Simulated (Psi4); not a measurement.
# SiH2Br2 (dibromosilane) at wB97X-V/def2-SVP

Aim: the vertical singlet–triplet gap of SiH2Br2 (dibromosilane) at wB97X-V/def2-SVP, from 2 runs. 

Program for the calculation: Psi4 1.11.

## Step 1: The structure to begin with

SiH2Br2 has 5 atoms, charge 0, and is taken as a singlet. As SMILES, `Br[SiH2]Br`. The shape is that of a PBE0-D4/def2-TZVP optimisation.

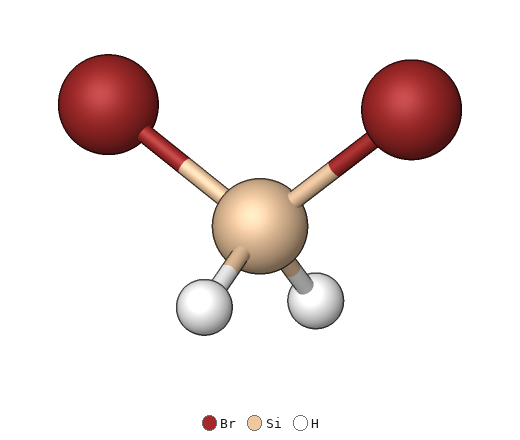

Viewed from a chosen angle; bromine red, silicon light orange, hydrogen white.

## Step 2: A single-point energy at wB97X-V/def2-SVP

The input, input.json:

```json
{
  "schema_name": "qcschema_input",
  "schema_version": 1,
  "molecule": {
    "schema_name": "qcschema_molecule",
    "schema_version": 2,
    "symbols": ["Br", "Si", "Br", "H", "H"],
    "geometry": [-3.16092599, -2.34191869, 0.68466667, 0.29901136, -0.08747542, 0.10333022, -0.55854635, 3.42826555, -1.96911352, 2.0851805, -1.59347376, -1.42052603, 1.33526158, 0.59458343, 2.60164265],
    "molecular_charge": 0,
    "molecular_multiplicity": 1,
    "fix_symmetry": "c1",
    "fix_com": true,
    "fix_orientation": true
  },
  "driver": "energy",
  "model": {
    "method": "wb97x-v",
    "basis": "def2-SVP"
  },
  "keywords": {
    "puream": true,
    "e_convergence": 1e-09,
    "d_convergence": 1e-08,
    "scf_type": "pk",
    "dft_radial_points": 99,
    "dft_spherical_points": 590
  }
}
```

Command:

```sh
$ psi4 --qcschema input.json -n 1 --memory 2200MB
```

stdout:

```text
[...]
  Running in c1 symmetry.
[...]
  Nuclear repulsion =  448.279263033293944
[...]
  Multiplicity = 1
[...]
  Nalpha       = 43
  Nbeta        = 43
[...]
    Number of basis functions: 92
[...]
   @RKS iter   1: -5437.35019107817880   -2.57773e+00   1.94798e-02 DIIS/ADIIS
[...]
   @RKS iter  10: -5437.85760226231105   -5.91172e-11   9.85717e-09 DIIS
[...]
    Orbital Energies [Eh]
    ---------------------
    Doubly Occupied:
       1A   -482.591894     2A   -482.591875     3A    -66.210854
       4A    -62.501288     5A    -62.501272     6A    -56.322746
       7A    -56.322733     8A    -56.320383     9A    -56.320364
      10A    -56.320268    11A    -56.320252    12A     -8.798864
      13A     -8.798851    14A     -6.630272    15A     -6.630260
      16A     -6.621279    17A     -6.621267    18A     -6.620891
      19A     -6.620879    20A     -5.468441    21A     -3.824083
      22A     -3.822045    23A     -3.819231    24A     -2.752462
      25A     -2.752448    26A     -2.749961    27A     -2.749946
      28A     -2.749658    29A     -2.749645    30A     -2.742656
      31A     -2.742651    32A     -2.742643    33A     -2.742639
      34A     -0.932083    35A     -0.905899    36A     -0.667829
[...]
  @RKS Final Energy: -5437.85760226231105
   => Energetics <=
    Nuclear Repulsion Energy =            448.2792630332939439
    One-Electron Energy =               -8460.6118709712245618
    Two-Electron Energy =                2733.2346037299316777
    DFT Exchange-Correlation Energy =    -159.1167373498514053
    Empirical Dispersion Energy =           0.0000000000000000
    VV10 Nonlocal Energy =                  0.3571392955392385
    Total Energy =                      -5437.8576022623110475
[...]
 Multipole Moments:
 ------------------------------------------------------------------------------------
     Multipole            Electronic (a.u.)      Nuclear  (a.u.)        Total (a.u.)
 ------------------------------------------------------------------------------------
 L = 1.  Multiply by 2.5417464519 to convert [e a0] to [Debye]
 Dipole X            :        123.0282628         -122.5749308            0.4533321
 Dipole Y            :        -35.9311742           35.7985939           -0.1325803
 Dipole Z            :         42.4845409          -42.3279000            0.1566409
 Magnitude           :                                                    0.4976182
[...]
```

The result, in JSON:

```text
{
 "driver": "energy",
 "model": {
  "method": "wb97x-v",
  "basis": "def2-SVP"
 },
 "success": true,
 "return_result": -5437.857602262311,
 "properties": {
  "calcinfo_nbasis": 92,
  "calcinfo_nmo": 92,
  "calcinfo_nalpha": 43,
  "calcinfo_nbeta": 43,
  "calcinfo_natom": 5,
  "nuclear_repulsion_energy": 448.27926303329394,
  "return_energy": -5437.857602262311,
  "scf_one_electron_energy": -8460.611870971225,
  "scf_two_electron_energy": 2733.2346037299317,
  "scf_vv10_energy": 0.35713929553923845,
  "scf_xc_energy": -159.1167373498514,
  "scf_dipole_moment": [0.45333205889282624, -0.13258027565762376, 0.1566408703627573],
  "scf_total_energy": -5437.857602262311,
  "scf_iterations": 10
 }
}
```

Wall time 96 s (1 thread of Intel Xeon at 2.50GHz (Skylake/Cascade Lake), shared host); peak memory 0.91 GiB.

## Step 3: The triplet at the same level

The input, job.inp:

```
memory 2.2 GB

molecule geom {
  0 3
  Br    -3.16092599    -2.34191869     0.68466667
  Si     0.29901136    -0.08747542     0.10333022
  Br    -0.55854635     3.42826555    -1.96911352
  H      2.08518050    -1.59347376    -1.42052603
  H      1.33526158     0.59458343     2.60164265
  units bohr
  symmetry c1
}

set reference uks
set puream true
set e_convergence 1e-09
set d_convergence 1e-08
set scf_type pk
set dft_radial_points 99
set dft_spherical_points 590
set maxiter 100

e_tot = energy("wb97x-v/def2-SVP")
```

Command:

```sh
$ psi4 -i job.inp -o job.out -n 1
```

job.out:

```text
[...]
  Running in c1 symmetry.
[...]
  Nuclear repulsion =  448.279263033294001
[...]
  Multiplicity = 3
[...]
  Nalpha       = 44
  Nbeta        = 42
[...]
    Number of basis functions: 92
[...]
   @UKS iter   1: -5437.08577135929590   -2.31331e+00   1.94333e-02 ADIIS/DIIS
[...]
   @UKS iter  20: -5437.59666474844107   -8.18545e-12   7.29716e-09 DIIS
[...]
   @S^2 Observed:                2.005491243E+00
[...]
    Orbital Energies [Eh]
    ---------------------
    Alpha Occupied:
       1A   -482.601020     2A   -482.600936     3A    -66.142157
       4A    -62.510025     5A    -62.509942     6A    -56.331728
       7A    -56.331642     8A    -56.330329     9A    -56.330248
      10A    -56.328516    11A    -56.328433    12A     -8.808602
      13A     -8.808518    14A     -6.638185    15A     -6.638095
      16A     -6.635289    17A     -6.635210    18A     -6.628638
      19A     -6.628558    20A     -5.411507    21A     -3.767634
      22A     -3.762964    23A     -3.761319    24A     -2.761708
      25A     -2.761622    26A     -2.761323    27A     -2.761237
      28A     -2.756257    29A     -2.756171    30A     -2.754373
      31A     -2.754295    32A     -2.753207    33A     -2.753128
      34A     -0.941700    35A     -0.921192    36A     -0.674969
[...]
  @UKS Final Energy: -5437.59666474844107
   => Energetics <=
    Nuclear Repulsion Energy =            448.2792630332940007
    One-Electron Energy =               -8460.5404520406427764
    Two-Electron Energy =                2733.4191797808671254
    DFT Exchange-Correlation Energy =    -159.1113310444825402
    Empirical Dispersion Energy =           0.0000000000000000
    VV10 Nonlocal Energy =                  0.3566755225226114
    Total Energy =                      -5437.5966647484410714
[...]
 Multipole Moments:
 ------------------------------------------------------------------------------------
     Multipole            Electronic (a.u.)      Nuclear  (a.u.)        Total (a.u.)
 ------------------------------------------------------------------------------------
 L = 1.  Multiply by 2.5417464519 to convert [e a0] to [Debye]
 Dipole X            :         -6.1199498            6.4150283            0.2950785
 Dipole Y            :          1.7883786           -1.8737448           -0.0853661
 Dipole Z            :         -2.1138961            2.2153550            0.1014589
 Magnitude           :                                                    0.3235006
[...]
```

It took 3.2 min on 1 thread of Intel Xeon at 2.50GHz (Skylake/Cascade Lake), shared host; peak memory 0.91 GiB.

## Step 4: Outcome

At wB97X-V/def2-SVP:

| quantity | value |
| --- | --- |
| singlet: total energy | -5437.85760 Eh |
| singlet: dipole moment | 1.26 D |
| singlet: HOMO energy | -10.87 eV |
| singlet: LUMO energy | 1.88 eV |
| singlet: HOMO–LUMO gap | 12.74 eV |
| triplet: total energy | -5437.59666 Eh |
| triplet: dipole moment | 0.82 D |
| triplet: HOMO energy (highest over α and β) | -3.99 eV |
| triplet: ⟨S²⟩ | 2.005 |
| vertical energy of the triplet above the singlet | 7.100 eV |

At this shape the triplet lies 7.10 eV (164 kcal/mol) above the singlet.
